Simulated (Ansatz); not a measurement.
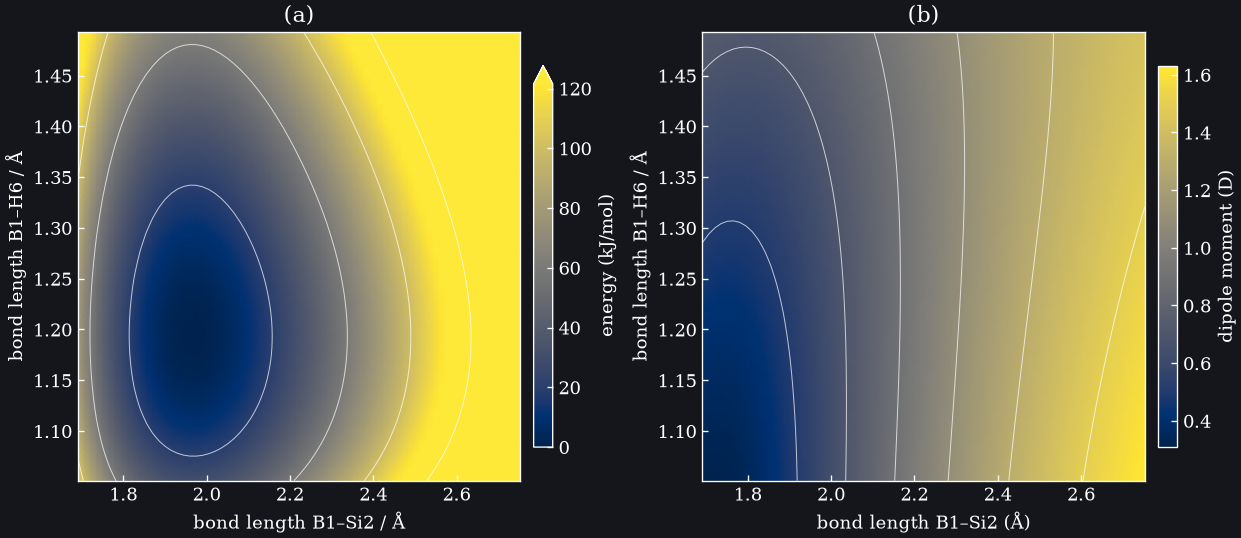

B₂H₄SSi, SMILES B[SiH]1BS1. First axis: bond length B1–Si2. Second axis: bond length B1–H6. Nothing is relaxed (all other coordinates rigid). The grid has 7 × 7 points. Points are written as (first, second). All energies are given in kJ/mol relative to the relaxed molecule at the same level. These are results of RKS PBE0-D4/def2-TZVP (Ansatz), not measurements.

Panel (a) is the energy and panel (b) the computed dipole moment on the same grid.

In the figure: a smooth colour map with a few white contour lines, one colour for all values above the top of the scale. Between grid points the surface is interpolated.

Question: How does the dipole moment vary over the map, and what is it at the lowest grid point?

Answer: Leaving out the highest fifth of the energies, it runs from 0.31 D at (1.691 Å, 1.051 Å) to 1.44 D at (2.576 Å, 1.124 Å). At the lowest grid point, (2.045 Å, 1.198 Å), it is 0.72 D.

| bond length B1–H6 ↓, bond length B1–Si2 → | 1.691 | 1.868 | 2.045 | 2.222 | 2.399 | 2.576 | 2.753 |
| --- | --- | --- | --- | --- | --- | --- | --- |
| 1.493 | 0.75 | 0.73 | 0.85 | 1.02 | 1.19 | 1.33 | 1.43 |
| 1.419 | 0.66 | 0.65 | 0.79 | 0.99 | 1.18 | 1.34 | 1.46 |
| 1.345 | 0.57 | 0.57 | 0.75 | 0.98 | 1.19 | 1.36 | 1.49 |
| 1.272 | 0.49 | 0.52 | 0.73 | 0.98 | 1.20 | 1.38 | 1.52 |
| 1.198 | 0.42 | 0.47 | 0.72 | 0.98 | 1.22 | 1.41 | 1.56 |
| 1.124 | 0.36 | 0.44 | 0.71 | 1.00 | 1.24 | 1.44 | 1.60 |
| 1.051 | 0.31 | 0.43 | 0.72 | 1.01 | 1.26 | 1.47 | 1.63 |
